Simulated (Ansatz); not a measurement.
**C₂H₂FNO: single points with varied inputs**

How do the results and run time of C₂H₂FNO respond when the settings are drawn wide?

Program: Ansatz 0.2.0, Gaussian basis. Level of theory: the settings change from run to run. These are calculated values, not measurements.

### Step 1. The molecule

The geometry comes from an earlier relaxation with PBE0-D4 in a triple-zeta def2 set; it is a stationary point, not always the lowest conformer.

SMILES `O=C=NCF`, 7 atoms, charge 0, spin multiplicity 1.

Atoms are counted from 1 here; the program's logs count them from 0.

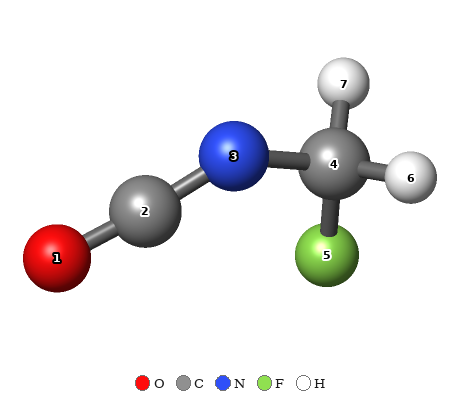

The structure; oxygen red, carbon grey, nitrogen blue, fluorine green, hydrogen white; atoms are numbered from 1 in the order of the file.

### Step 2. CAM-B3LYP/def2-SVPD

Options: atoms shaken by 0.03 Å.

The input, in.yaml:

```yaml
crystal:
  periodic: [false, false, false]
  atoms:
    - {symbol: O, position_ang: [-1.012007, -2.427522, -0.299937]}
    - {symbol: C, position_ang: [-0.374820, -1.470600, -0.018262]}
    - {symbol: N, position_ang: [0.246320, -0.570538, 0.451140]}
    - {symbol: C, position_ang: [0.294268, 0.849669, 0.039663]}
    - {symbol: F, position_ang: [-0.645257, 1.174946, -0.940489]}
    - {symbol: H, position_ang: [1.304120, 1.068465, -0.318489]}
    - {symbol: H, position_ang: [0.150424, 1.381614, 0.982517]}
basis:
  gaussian: {orbitals: def2-SVPD}
hamiltonian: {xc: {name: CAM-B3LYP}}
output: {forces: true}
```

The run is started by

```sh
$ ansatz run in.yaml --threads 2 --pin off --events-out ev --progress --plain --max-ram 4352MiB
```

Output, cut to the lines that bear on the results:

```text
Functional definition: CAM-B3LYP
  name "CAM-B3LYP"
  cite "Yanai, Tew & Handy, Chem. Phys. Lett. 393, 51 (2004) doi:10.1016/j.cplett.2004.06.011"
  cite "Iikura, Tsuneda, Yanai & Hirao, J. Chem. Phys. 115, 3540 (2001) doi:10.1063/1.1383587"
  cite "Becke, Phys. Rev. A 38, 3098 (1988) doi:10.1103/PhysRevA.38.3098"
  cite "Lee, Yang & Parr, Phys. Rev. B 37, 785 (1988) doi:10.1103/PhysRevB.37.785"
  cite "Vosko, Wilk & Nusair, Can. J. Phys. 58, 1200 (1980) doi:10.1139/p80-159"
[...]
  # Exact exchange under (alpha + beta erf(omega r))/r, Becke's under what is left of 1/r.
[...]
1011 factors; their error is unknown
374 factors; integrals over basis functions are off by at most 3.6e-5 eV
[...]
mean field -8351.13501898 eV, -306.8985513449 hartree, gradient 2.4e-5 eV, S^2 0.000000; 0 other end points of the search recorded, 0 dependent functions left out
[...]
reference -8351.13514276 eV, -306.8985558938 hartree; 19, 19 occupied and 103, 103 virtual orbitals, 1011 factors
Total energy: -8351.13514276 eV, -306.8985558938 hartree
Atom 0 at    -1.012007    -2.427522    -0.299937 Å, force     1.140866     1.437182     0.056182 eV/Å
Atom 1 at    -0.374820    -1.470600    -0.018262 Å, force    -2.358844    -3.269628    -0.414158 eV/Å
Atom 2 at     0.246320    -0.570538     0.451140 Å, force     0.890329     3.035200    -0.649210 eV/Å
Atom 3 at     0.294268     0.849669     0.039663 Å, force     0.097386    -1.452377     0.538182 eV/Å
Atom 4 at    -0.645257     1.174946    -0.940489 Å, force     0.816303    -0.357875     1.105103 eV/Å
Atom 5 at     1.304120     1.068465    -0.318489 Å, force    -0.043706     0.020547    -0.405926 eV/Å
Atom 6 at     0.150424     1.381614     0.982517 Å, force    -0.542334     0.586951    -0.230173 eV/Å
Dipole moment:     0.375822     0.424250     0.190096 e Å
```

It took 2.4 s on 2 threads of Arm Neoverse V1, shared host; peak memory 0.25 GiB.

Largest force 4.053 eV/Å, dipole 2.87 D.

### Step 3. revPBE0/def2-SVPD

This run has charge -1, multiplicity 2, relativity set to none, high accuracy.

The input, in.yaml:

```yaml
crystal:
  periodic: [false, false, false]
  atoms:
    - {symbol: O, position_ang: [-0.981272, -2.443531, -0.318015]}
    - {symbol: C, position_ang: [-0.395415, -1.488009, -0.012771]}
    - {symbol: N, position_ang: [0.274020, -0.569191, 0.379674]}
    - {symbol: C, position_ang: [0.327360, 0.812792, 0.083475]}
    - {symbol: F, position_ang: [-0.604067, 1.168086, -0.860608]}
    - {symbol: H, position_ang: [1.316485, 1.064007, -0.307883]}
    - {symbol: H, position_ang: [0.124088, 1.387844, 0.990428]}
basis:
  gaussian: {orbitals: def2-SVPD}
total_charge: -1
magnetization: {spin_polarized: true, initial_magnetization: 1}
hamiltonian: {xc: {name: revPBE0}, pseudopotentials: {relativity: none}}
accuracy: high
```

The command is unchanged.

Output, cut to the lines that bear on the results:

```text
Functional definition: revPBE0
  name "revPBE0"
  cite "Zhang & Yang, Phys. Rev. Lett. 80, 890 (1998) doi:10.1103/PhysRevLett.80.890"
  cite "Adamo & Barone, J. Chem. Phys. 110, 6158 (1999) doi:10.1063/1.478522"
  cite "Perdew, Burke & Ernzerhof, Phys. Rev. Lett. 77, 3865 (1996) doi:10.1103/PhysRevLett.77.3865"
[...]
2451 factors; integrals over basis functions are off by at most 3.2e-9 eV
[...]
mean field -8348.82413503 eV, -306.8136279261 hartree, gradient 4.6e-8 eV, S^2 0.750631; 5 other end points of the search recorded, 0 dependent functions left out
reference -8348.82413779 eV, -306.8136280275 hartree; 20, 19 occupied and 102, 103 virtual orbitals, 2451 factors
Total energy: -8348.82413779 eV, -306.8136280275 hartree
```

Wall time 17 s (2 threads of Arm Neoverse V1, shared host); peak memory 0.64 GiB.

⟨S²⟩ 0.751.

### Step 4. SVWN5/x2c-TZVPPall

Options: finite nuclei.

in.yaml, as its differences from that of step 3:

```diff
@@ -11,6 +11,4 @@
 basis:
-  gaussian: {orbitals: def2-SVPD}
-total_charge: -1
-magnetization: {spin_polarized: true, initial_magnetization: 1}
-hamiltonian: {xc: {name: revPBE0}, pseudopotentials: {relativity: none}}
-accuracy: high
+  gaussian: {orbitals: x2c-TZVPPall, nuclear_model: gaussian}
+hamiltonian: {xc: {name: SVWN5}}
+output: {forces: true}
```

The command is unchanged.

Output, cut to the lines that bear on the results:

```text
Functional definition: SVWN5
  name "SVWN5"
  cite "Dirac, Proc. Camb. Phil. Soc. 26, 376 (1930) doi:10.1017/S0305004100016108"
  cite "Slater, Phys. Rev. 81, 385 (1951) doi:10.1103/PhysRev.81.385"
  cite "Vosko, Wilk & Nusair, Can. J. Phys. 58, 1200 (1980) doi:10.1139/p80-159"
[...]
940 factors; their error is unknown
[...]
mean field -8306.49810488 eV, -305.2581750076 hartree, gradient 1.0e-5 eV, S^2 0.000000; 0 other end points of the search recorded, 0 dependent functions left out
[...]
reference -8306.49813371 eV, -305.2581760670 hartree; 19, 19 occupied and 164, 164 virtual orbitals, 940 factors
Total energy: -8306.49813371 eV, -305.2581760670 hartree
Relativity: scalar
Atom 0 at    -0.981272    -2.443531    -0.318015 Å, force    -0.308893    -0.495845    -0.162769 eV/Å
Atom 1 at    -0.395415    -1.488009    -0.012771 Å, force     0.128678     0.176623     0.075012 eV/Å
Atom 2 at     0.274020    -0.569191     0.379674 Å, force     0.138763     0.657184    -0.036056 eV/Å
Atom 3 at     0.327360     0.812792     0.083475 Å, force    -0.265480    -0.566292    -0.100311 eV/Å
Atom 4 at    -0.604067     1.168086    -0.860608 Å, force     0.033916    -0.050965     0.043404 eV/Å
Atom 5 at     1.316485     1.064007    -0.307883 Å, force     0.328964     0.086951    -0.119355 eV/Å
Atom 6 at     0.124088     1.387844     0.990428 Å, force    -0.055948     0.192344     0.300075 eV/Å
Dipole moment:     0.292176     0.340848     0.183632 e Å
```

Run time: 1.6 s. Hardware: 2 threads of Arm Neoverse V1, shared host.

Largest force 0.673 eV/Å, dipole 2.33 D.

### Step 5. r2SCAN0/cc-pVTZ-DK

Options: a grid of angular degree 11.

in.yaml, as its differences from that of step 4:

```diff
@@ -11,4 +11,4 @@
 basis:
-  gaussian: {orbitals: x2c-TZVPPall, nuclear_model: gaussian}
-hamiltonian: {xc: {name: SVWN5}}
+  gaussian: {orbitals: cc-pVTZ-DK, final_grid: {core_spheres: 5, valence_spheres: 4, degree: 11}}
+hamiltonian: {xc: {name: r2SCAN0}}
 output: {forces: true}
```

Same command.

Output, cut to the lines that bear on the results:

```text
Functional definition: r2SCAN0
  name "r2SCAN0"
  cite "Bursch, Neugebauer, Ehlert & Grimme, J. Chem. Phys. 156, 134105 (2022) doi:10.1063/5.0086040"
  cite "Furness, Kaplan, Ning, Perdew & Sun, J. Phys. Chem. Lett. 11, 8208 (2020) doi:10.1021/acs.jpclett.0c02405"
  cite "Furness, Kaplan, Ning, Perdew & Sun, J. Phys. Chem. Lett. 11, 9248 (2020) doi:10.1021/acs.jpclett.0c03077"
  parent r2scan
[...]
959 factors; their error is unknown
[...]
mean field -8363.27253551 eV, -307.3445968502 hartree, gradient 2.5e-5 eV, S^2 0.000000; 0 other end points of the search recorded, 0 dependent functions left out
[...]
reference -8363.27253777 eV, -307.3445969333 hartree; 19, 19 occupied and 159, 159 virtual orbitals, 959 factors
Total energy: -8363.27253777 eV, -307.3445969333 hartree
Relativity: scalar
Atom 0 at    -0.981272    -2.443531    -0.318015 Å, force     0.291508     0.419075     0.165085 eV/Å
Atom 1 at    -0.395415    -1.488009    -0.012771 Å, force    -0.087142     0.114586    -0.107278 eV/Å
Atom 2 at     0.274020    -0.569191     0.379674 Å, force    -0.152287    -0.438053    -0.034687 eV/Å
Atom 3 at     0.327360     0.812792     0.083475 Å, force    -0.027615     0.121207    -0.051337 eV/Å
Atom 4 at    -0.604067     1.168086    -0.860608 Å, force     0.100323    -0.105179     0.117398 eV/Å
Atom 5 at     1.316485     1.064007    -0.307883 Å, force    -0.151268    -0.032041     0.052511 eV/Å
Atom 6 at     0.124088     1.387844     0.990428 Å, force     0.026482    -0.079596    -0.141692 eV/Å
Dipole moment:     0.299291     0.352618     0.187168 e Å
```

It took 3 s on 2 threads of Arm Neoverse V1, shared host; peak memory 0.34 GiB.

Largest force 0.537 eV/Å, dipole 2.40 D.

### Step 6. LC-wPBE/def2-TZVP

This run has high accuracy.

in.yaml, as its differences from that of step 5:

```diff
@@ -11,4 +11,5 @@
 basis:
-  gaussian: {orbitals: cc-pVTZ-DK, final_grid: {core_spheres: 5, valence_spheres: 4, degree: 11}}
-hamiltonian: {xc: {name: r2SCAN0}}
+  gaussian: {orbitals: def2-TZVP}
+hamiltonian: {xc: {name: LC-wPBE}}
+accuracy: high
 output: {forces: true}
```

The command is unchanged.

Output, cut to the lines that bear on the results:

```text
Functional definition: LC-wPBE
  name "LC-wPBE"
  cite "Vydrov & Scuseria, J. Chem. Phys. 125, 234109 (2006) doi:10.1063/1.2409292"
  cite "Heyd & Scuseria, J. Chem. Phys. 120, 7274 (2004) doi:10.1063/1.1668634"
  cite "Ernzerhof & Perdew, J. Chem. Phys. 109, 3313 (1998) doi:10.1063/1.476928"
  cite "Perdew, Burke & Ernzerhof, Phys. Rev. Lett. 77, 3865 (1996) doi:10.1103/PhysRevLett.77.3865"
  parent pbe
[...]
2849 factors; integrals over basis functions are off by at most 1.2e-8 eV
512 factors; integrals over basis functions are off by at most 3.9e-9 eV
[...]
mean field -8358.34089298 eV, -307.1633623300 hartree, gradient 5.1e-8 eV, S^2 0.000000; 0 other end points of the search recorded, 0 dependent functions left out
[...]
reference -8358.34089298 eV, -307.1633623300 hartree; 19, 19 occupied and 148, 148 virtual orbitals, 2849 factors
Total energy: -8358.34089298 eV, -307.1633623300 hartree
Atom 0 at    -0.981272    -2.443531    -0.318015 Å, force     0.111574     0.235486     0.044527 eV/Å
Atom 1 at    -0.395415    -1.488009    -0.012771 Å, force     0.065708    -0.050950     0.074486 eV/Å
Atom 2 at     0.274020    -0.569191     0.379674 Å, force    -0.217990    -0.234974    -0.144996 eV/Å
Atom 3 at     0.327360     0.812792     0.083475 Å, force     0.150976     0.100205     0.115470 eV/Å
Atom 4 at    -0.604067     1.168086    -0.860608 Å, force    -0.060205    -0.017849    -0.051255 eV/Å
Atom 5 at     1.316485     1.064007    -0.307883 Å, force    -0.048927    -0.009969     0.006816 eV/Å
Atom 6 at     0.124088     1.387844     0.990428 Å, force    -0.001136    -0.021948    -0.045049 eV/Å
Dipole moment:     0.300130     0.343931     0.190088 e Å
```

Wall time 12 s (2 threads of Arm Neoverse V1, shared host); peak memory 0.67 GiB.

Largest force 0.352 eV/Å, dipole 2.38 D.

### Step 7. wB97/STO-3G

Set apart from the defaults: high accuracy, the search for lower states set to full.

in.yaml, as its differences from that of step 6:

```diff
@@ -11,5 +11,6 @@
 basis:
-  gaussian: {orbitals: def2-TZVP}
-hamiltonian: {xc: {name: LC-wPBE}}
+  gaussian: {orbitals: STO-3G}
+hamiltonian: {xc: {name: wB97}}
 accuracy: high
+scf: {lower_state_search: full}
 output: {forces: true}
```

Launched as before.

Output, cut to the lines that bear on the results:

```text
Functional definition: wB97
  name "wB97"
  cite "Chai & Head-Gordon, J. Chem. Phys. 128, 084106 (2008) doi:10.1063/1.2834918"
  cite "Becke, J. Chem. Phys. 107, 8554 (1997) doi:10.1063/1.475007"
[...]
  # The coefficients of nought are those of the uniform gas.
[...]
      + integral(e_c_pw_opposite_spin*poly(b97_u_opposite, 1, cos1, cos2, cos3, cos4))
526 factors; integrals over basis functions are off by at most 4.0e-8 eV
263 factors; integrals over basis functions are off by at most 7.7e-10 eV
[...]
mean field -8245.11465893 eV, -303.0023749762 hartree, gradient 8.8e-8 eV, S^2 0.000000; 0 other end points of the search recorded, 0 dependent functions left out
[...]
reference -8245.11465851 eV, -303.0023749608 hartree; 19, 19 occupied and 8, 8 virtual orbitals, 526 factors
Total energy: -8245.11465851 eV, -303.0023749608 hartree
Atom 0 at    -0.981272    -2.443531    -0.318015 Å, force    -3.326107    -5.748930    -1.651704 eV/Å
Atom 1 at    -0.395415    -1.488009    -0.012771 Å, force     0.869283     2.531541     0.171954 eV/Å
Atom 2 at     0.274020    -0.569191     0.379674 Å, force     2.471415     0.332211     2.212739 eV/Å
Atom 3 at     0.327360     0.812792     0.083475 Å, force    -0.163313     1.638210    -0.557850 eV/Å
Atom 4 at    -0.604067     1.168086    -0.860608 Å, force    -1.292740     0.463356    -1.303175 eV/Å
Atom 5 at     1.316485     1.064007    -0.307883 Å, force     1.273480     0.241262    -0.038152 eV/Å
Atom 6 at     0.124088     1.387844     0.990428 Å, force     0.167982     0.542351     1.166189 eV/Å
Dipole moment:     0.110764     0.272024     0.033471 e Å
```

Run time: 5.5 s. Hardware: 2 threads of Arm Neoverse V1, shared host; peak memory 0.3 GiB.

Largest force 6.844 eV/Å, dipole 1.42 D.

### Step 8. SPW92/def2-mTZVPP

This run has charge +1, multiplicity 2, finite nuclei.

in.yaml, as its differences from that of step 7:

```diff
@@ -11,6 +11,5 @@
 basis:
-  gaussian: {orbitals: STO-3G}
-hamiltonian: {xc: {name: wB97}}
-accuracy: high
-scf: {lower_state_search: full}
-output: {forces: true}
+  gaussian: {orbitals: def2-mTZVPP, nuclear_model: gaussian}
+total_charge: 1
+magnetization: {spin_polarized: true, initial_magnetization: 1}
+hamiltonian: {xc: {name: SPW92}}
```

Launched as before.

Output:

```text
Functional definition: SPW92
  name "SPW92"
  cite "Dirac, Proc. Camb. Phil. Soc. 26, 376 (1930) doi:10.1017/S0305004100016108"
  cite "Slater, Phys. Rev. 81, 385 (1951) doi:10.1103/PhysRev.81.385"
  cite "Perdew & Wang, Phys. Rev. B 45, 13244 (1992) doi:10.1103/PhysRevB.45.13244"
  exchange = slater_x
  correlation = pw_c
941 factors; their error is unknown
mean field evaluation 1: about -8278.8301 eV, gradient 5.7e1 eV
mean field evaluation 2: about -8263.2030 eV, gradient 8.5e1 eV
mean field evaluation 4: about -8288.6449 eV, gradient 1.7e1 eV
mean field evaluation 8: about -8289.7584 eV, gradient 4.9e-1 eV
mean field evaluation 16: about -8289.7426 eV, gradient 1.3e-3 eV
mean field -8289.74256156 eV, -304.6424201481 hartree, gradient 1.9e-5 eV, S^2 0.752106; 2 other end points of the search recorded, 0 dependent functions left out
reference -8289.74258371 eV, -304.6424209621 hartree; 19, 18 occupied and 101, 102 virtual orbitals, 941 factors
Total energy: -8289.74258371 eV, -304.6424209621 hartree
```

Wall time 1.4 s (2 threads of Arm Neoverse V1, shared host).

⟨S²⟩ 0.752.

### Step 9. BLYP/aug-cc-pVTZ

Options: atoms shaken by 0.15 Å.

The input, in.yaml:

```yaml
crystal:
  periodic: [false, false, false]
  atoms:
    - {symbol: O, position_ang: [-0.860544, -2.361233, -0.043187]}
    - {symbol: C, position_ang: [-0.440757, -1.642794, -0.138696]}
    - {symbol: N, position_ang: [0.356838, -0.507491, 0.589396]}
    - {symbol: C, position_ang: [0.373759, 0.873366, -0.009104]}
    - {symbol: F, position_ang: [-0.648507, 1.173156, -0.720995]}
    - {symbol: H, position_ang: [1.254022, 1.150019, -0.272731]}
    - {symbol: H, position_ang: [0.042677, 1.358380, 1.424282]}
basis:
  gaussian: {orbitals: aug-cc-pVTZ}
hamiltonian: {xc: {name: BLYP}}
```

Launched as before.

Output:

```text
Functional definition: BLYP
  name "BLYP"
  cite "Becke, Phys. Rev. A 38, 3098 (1988) doi:10.1103/PhysRevA.38.3098"
  cite "Lee, Yang & Parr, Phys. Rev. B 37, 785 (1988) doi:10.1103/PhysRevB.37.785"
  parameter beta = 0.0042
  parameter a = 0.04918
  parameter b = 0.132
  parameter c = 0.2533
  parameter d = 0.349
  exchange = b88_x(beta = beta)
  correlation = lyp_c(a = a, b = b, c = c, d = d)
1152 factors; their error is unknown
mean field evaluation 1: about -8333.1193 eV, gradient 8.8e1 eV
mean field evaluation 2: about -8272.9155 eV, gradient 1.5e2 eV
mean field evaluation 4: about -8344.9171 eV, gradient 1.8e1 eV
mean field evaluation 8: about -8345.7859 eV, gradient 4.5e-1 eV
mean field evaluation 16: about -8345.7421 eV, gradient 2.3e-3 eV
mean field -8345.74213776 eV, -306.7003666155 hartree, gradient 4.0e-5 eV, S^2 0.000000; 0 other end points of the search recorded, 0 dependent functions left out
reference -8345.74252307 eV, -306.7003807754 hartree; 19, 19 occupied and 257, 257 virtual orbitals, 1152 factors
Total energy: -8345.74252307 eV, -306.7003807754 hartree
```

Run time: 4.4 s. Hardware: 2 threads of Arm Neoverse V1, shared host; peak memory 0.33 GiB.

### Step 10. revPBE/ANO-RCC-VTZP

Options: D3(BJ) dispersion.

The input, in.yaml:

```yaml
crystal:
  periodic: [false, false, false]
  atoms:
    - {symbol: O, position_ang: [-0.981272, -2.443531, -0.318015]}
    - {symbol: C, position_ang: [-0.395415, -1.488009, -0.012771]}
    - {symbol: N, position_ang: [0.274020, -0.569191, 0.379674]}
    - {symbol: C, position_ang: [0.327360, 0.812792, 0.083475]}
    - {symbol: F, position_ang: [-0.604067, 1.168086, -0.860608]}
    - {symbol: H, position_ang: [1.316485, 1.064007, -0.307883]}
    - {symbol: H, position_ang: [0.124088, 1.387844, 0.990428]}
basis:
  gaussian: {orbitals: ANO-RCC-VTZP}
hamiltonian: {xc: {name: revPBE}, dispersion: d3bj}
output: {forces: true}
```

Launched as before.

Output, cut to the lines that bear on the results:

```text
Functional definition: revPBE
  name "revPBE"
  cite "Zhang & Yang, Phys. Rev. Lett. 80, 890 (1998) doi:10.1103/PhysRevLett.80.890"
  cite "Perdew, Burke & Ernzerhof, Phys. Rev. Lett. 77, 3865 (1996) doi:10.1103/PhysRevLett.77.3865"
[...]
1190 factors; their error is unknown
[...]
mean field -8367.07042362 eV, -307.4841666640 hartree, gradient 2.6e-5 eV, S^2 0.000000; 0 other end points of the search recorded, 0 dependent functions left out
[...]
reference -8367.07050376 eV, -307.4841696093 hartree; 19, 19 occupied and 159, 159 virtual orbitals, 1190 factors
Total energy: -8367.35051504 eV, -307.4944598339 hartree
Relativity: scalar
Atom 0 at    -0.981272    -2.443531    -0.318015 Å, force    -0.873280    -1.450733    -0.448211 eV/Å
Atom 1 at    -0.395415    -1.488009    -0.012771 Å, force     0.147606     0.418903     0.031257 eV/Å
Atom 2 at     0.274020    -0.569191     0.379674 Å, force     0.734231     0.427566     0.574867 eV/Å
Atom 3 at     0.327360     0.812792     0.083475 Å, force     0.428800     0.035648     0.386421 eV/Å
Atom 4 at    -0.604067     1.168086    -0.860608 Å, force    -0.667227     0.338758    -0.697580 eV/Å
Atom 5 at     1.316485     1.064007    -0.307883 Å, force     0.259439     0.075345    -0.080871 eV/Å
Atom 6 at     0.124088     1.387844     0.990428 Å, force    -0.029569     0.154513     0.234117 eV/Å
Dipole moment:     0.288868     0.324213     0.184772 e Å
```

It took 5 s on 2 threads of Arm Neoverse V1, shared host.

Largest force 1.752 eV/Å, dipole 2.27 D.

### Step 11. The runs in one table

| level | charge | multiplicity | geometry | functions | energy (eV) | time |
| --- | --- | --- | --- | --- | --- | --- |
| CAM-B3LYP/def2-SVPD | 0 | 1 | shaken | 122 | -8351.135 | 2.4 s |
| revPBE0/def2-SVPD | -1 | 2 | relaxed | 122 | -8348.824 | 17 s |
| SVWN5/x2c-TZVPPall | 0 | 1 | relaxed | 183 | -8306.498 | 1.6 s |
| r2SCAN0/cc-pVTZ-DK | 0 | 1 | relaxed | 178 | -8363.273 | 3 s |
| LC-wPBE/def2-TZVP | 0 | 1 | relaxed | 167 | -8358.341 | 12 s |
| wB97/STO-3G | 0 | 1 | relaxed | 27 | -8245.115 | 5.5 s |
| SPW92/def2-mTZVPP | 1 | 2 | relaxed | 120 | -8289.743 | 1.4 s |
| BLYP/aug-cc-pVTZ | 0 | 1 | shaken | 276 | -8345.743 | 4.4 s |
| revPBE/ANO-RCC-VTZP | 0 | 1 | relaxed | 178 | -8367.351 | 5 s |

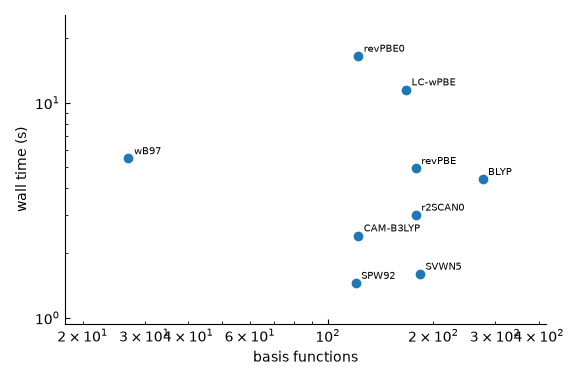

Wall time against the number of basis functions (shared host).

### Step 12. What came out

| quantity | value |
| --- | --- |
| runs | 9 |
| quickest | SPW92/def2-mTZVPP, 1.4 s |
| slowest | revPBE0/def2-SVPD, 17 s |
| spread of total energies, same state and geometry | 122.2 eV |
| dipole, same state and geometry | 1.42 to 2.40 D |

revPBE0/def2-SVPD took 11 times as long as SPW92/def2-mTZVPP. The jobs differ in tasks and options as well as level. The totals spread over 122 eV; they can't be compared across methods or bases. At the PBE0-D4/def2-TZVP geometry and in the same state, runs without warnings or point charges leave forces up to 6.84 eV/Å (wB97/STO-3G). At that geometry and state the dipole changes by 69 % between the lowest and highest value.
